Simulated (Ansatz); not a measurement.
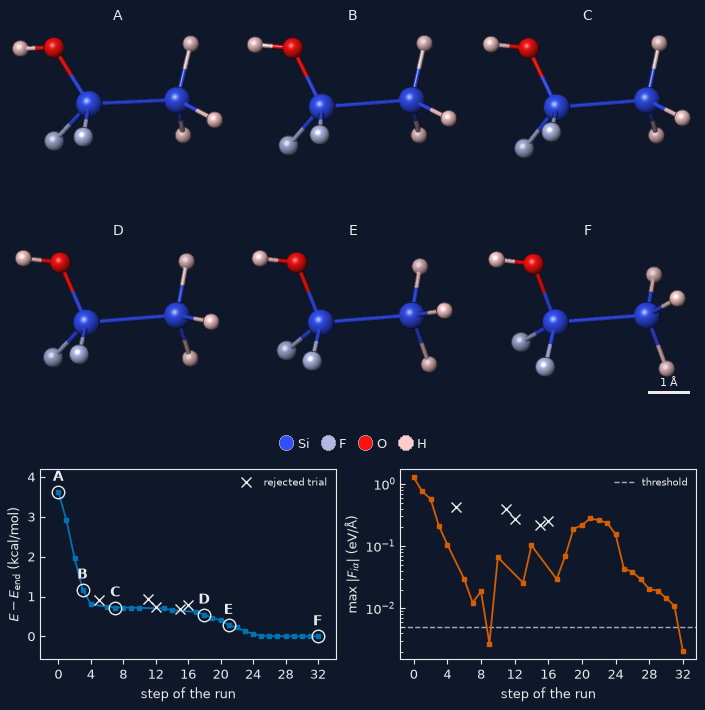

Frames of a relaxation of Si₂H₄OF₂, marked on the history of the run. Style: ball-and-stick. Shown at a tilt.

It is one of the separated reactants of a reaction.

The calculation used Ansatz, RKS PBE0-D4/def2-TZVP. Set-up: force threshold 0.005 eV/Å; at most 200 steps.

What happens along the run?

The largest moves after the best rigid fit, 0.93 Å, are those of H atoms. Largest moves by element: H 0.93 Å, F 0.67 Å, O 0.30 Å, Si 0.28 Å. Among the contacts that change: O–Si 1.639 → 1.621 Å, F–Si 1.608 → 1.592 Å, Si–Si 2.324 → 2.328 Å, H–Si 1.490 → 1.485 Å. Among the angles between lasting bonds that change: Si–Si–O 118.4° → 109.3°, F–Si–O 103.5° → 110.1°, Si–O–H 114.4° → 120.5°. Groups turn about Si–Si by about 55°, O–Si by about 50°. The energy falls by 3.63 kcal/mol in 27 accepted moves (32 points after the start). Largest force component: 1.3 eV/Å at the start, 0.0021 eV/Å at the end. The line search rejected the trial steps at points 5, 11, 12, 15, 16 of the run. The forces were under the threshold at step 9, but the run went on from there. The run took about 80 s of wall time on a shared GPU. From step 0 to 3: an H atom moves most (0.19 Å), energy −2.45 kcal/mol. From step 3 to 7: an H atom moves most (0.27 Å), energy −0.45 kcal/mol. From step 7 to 18: H atoms move most (0.30 Å), energy −0.18 kcal/mol. From step 18 to 21: H atoms move most (0.29 Å), energy −0.26 kcal/mol. From step 21 to 32: H atoms move most (0.31 Å), energy −0.28 kcal/mol.
